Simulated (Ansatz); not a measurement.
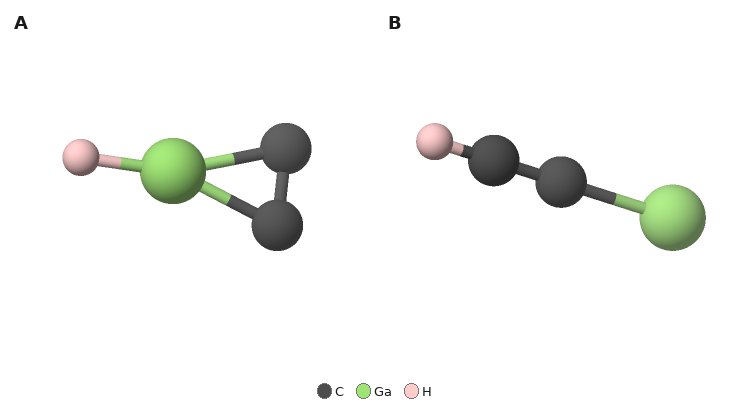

2 stationary structures of one formula. Geometries: PBE0-D4/def2-TZVP. Electronic energies: RHF-CCSD(T) (frozen core)/def2-TZVPP (Ansatz 0.2.0), without zero-point energy. No frequency run is at hand to confirm each as a minimum.

**Rank them by energy, lowest first.**

B is lowest (C∞v); A lies 205.8 kJ/mol above it (C2v).

Give E(B) − E(A) in kJ/mol at these levels too: ωB97M-V/def2-TZVPP; PBE0-D4/def2-TZVPP; RHF-CCSD(T) (frozen core)/def2-TZVPP; B3LYP-D4/def2-TZVPP; PBE0-D4/def2-TZVP; r2SCAN-D4/def2-TZVPP; PBE-D4/def2-TZVPP.

| level | E(B) − E(A) (kJ/mol) |
| --- | --- |
| ωB97M-V/def2-TZVPP | −209.4 |
| PBE0-D4/def2-TZVPP | −214.7 |
| RHF-CCSD(T) (frozen core)/def2-TZVPP | −205.8 |
| B3LYP-D4/def2-TZVPP | −235.3 |
| PBE0-D4/def2-TZVP | −214.5 |
| r2SCAN-D4/def2-TZVPP | −203.7 |
| PBE-D4/def2-TZVPP | −217.1 |
